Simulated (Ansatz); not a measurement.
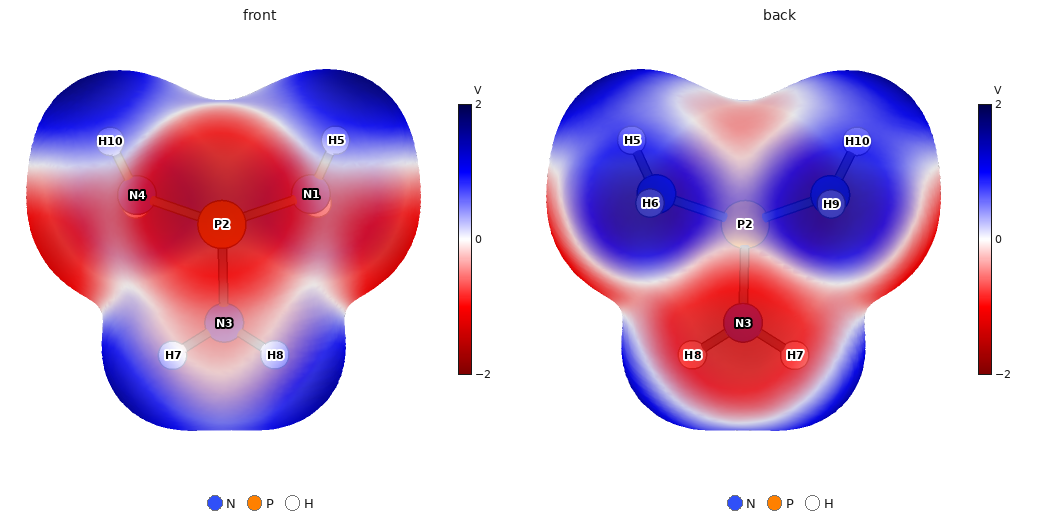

Figure 1: H6N3P (SMILES NP(N)N). The molecular electrostatic potential painted on the density surface at 0.002 e/bohr³, seen from the front and from behind; red is negative and blue positive.

Geometry: PBE0-D4/def2-TZVP.

These are results of Ansatz 0.2.0, RKS PBE0-D4/def2-TZVPP, not measurements.

```xyz
10

N    -1.0507   -0.1054   -1.1071
P     0.5547   -0.0817   -0.5721
N     0.2854   -1.2532    0.6652
N     0.8344    1.1801    0.5206
H    -1.2363    0.3647   -1.9783
H    -1.7959    0.0018   -0.4305
H     1.1122   -1.3867    1.2329
H     0.0037   -2.1434    0.2752
H     0.1684    1.3417    1.2655
H     1.2071    2.0310    0.1314
```

**Describe the electrostatic potential map.**

The most negative region (about −1.4 V) lies over P2, the most positive (about +1.7 V) over H5 and H10.
